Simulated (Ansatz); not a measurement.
**Cl$_{4}$Zr: density, localisation and related maps**

```xyz
5

Cl   -0.1100   -0.2308    2.3018
Zr    0.0000    0.0000    0.0000
Cl    1.5454   -1.4992   -0.8533
Cl   -2.0817   -0.4301   -0.9193
Cl    0.6463    2.1601   -0.5293
```

Geometry: PBE0-D4/def2-TZVP; core potentials replace the inner electrons of Zr.

Theory: RKS PBE0-D4/def2-TZVPP (Ansatz).

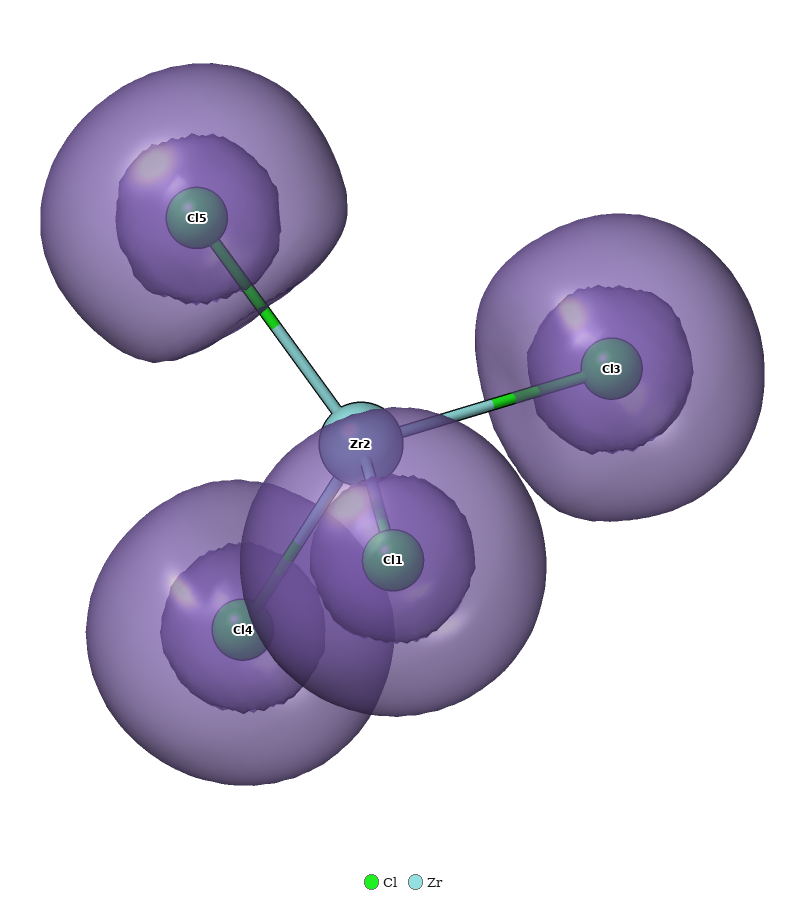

Figure 1. Isosurface of the electron localisation function at 0.75 (purple), seen at a tilt. Core shells and regions of very low density are left out.

> What do the ELF domains correspond to?

The ELF exceeds this value in four regions wrapped around Cl (the valence shell of each). Along the contacts the grid gives the following. Zr–Cl (2.32 Å): the ELF peaks at about 0.85 in the valence shell of Cl, 0.8 Å from its nucleus, and is about 0.35 at the midpoint.

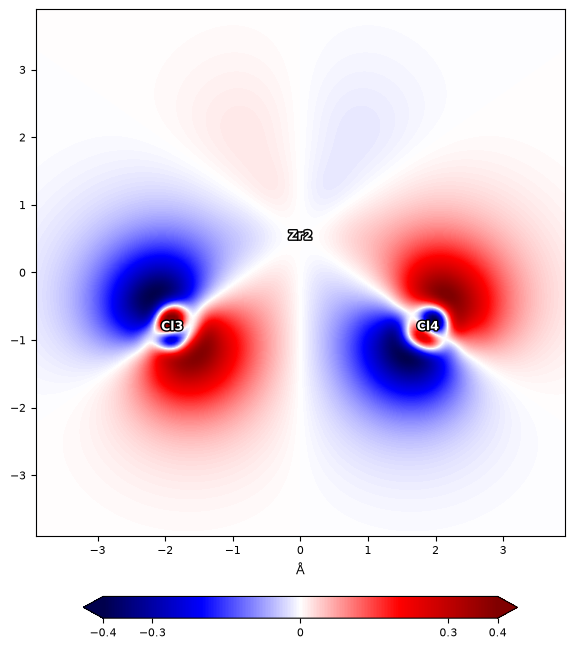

Figure 2. The HOMO on the plane of atoms Cl3, Zr2 and Cl4 (values in Å⁻³ᐟ²; the overall sign is arbitrary).

> Where does this orbital lie, and at what energy?

It lies mainly on Cl1 (about 25 %), Cl3 (about 25 %), Cl4 (about 25 %) and Cl5 (about 15 %); largely a combination of lone pairs on Cl1, Cl3, Cl4 and Cl5. It is one of a degenerate set, so its orientation is arbitrary. Its energy is −9.72 eV.

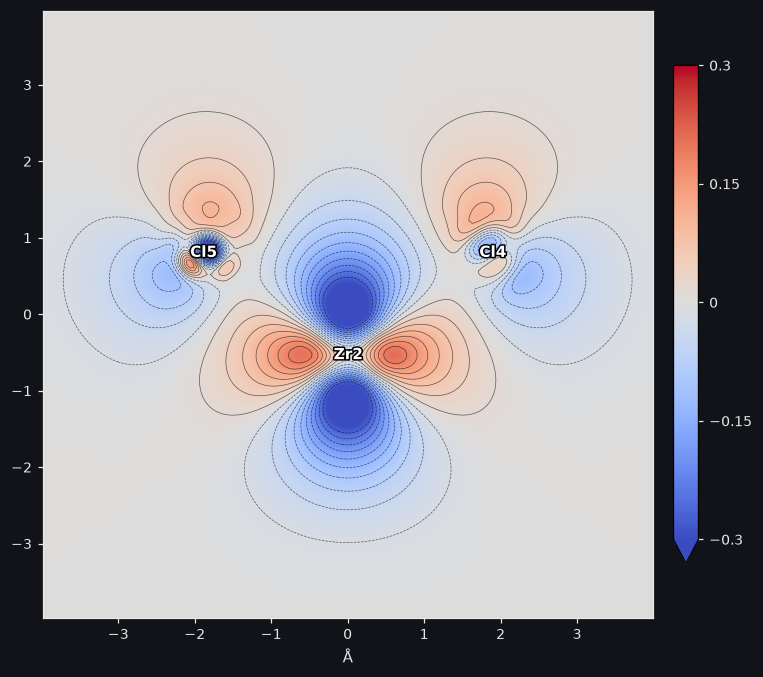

Figure 3. The LUMO on the plane of atoms Cl4, Zr2 and Cl5 (values in Å⁻³ᐟ²; the overall sign is arbitrary).

> Describe this orbital and give its energy.

It lies mainly on Zr2 (about 65 %), Cl1 (about 10 %), Cl3 (about 10 %), Cl4 (about 10 %) and Cl5 (about 10 %). It is one of a degenerate set, so its orientation is arbitrary. Its energy is −2.65 eV.
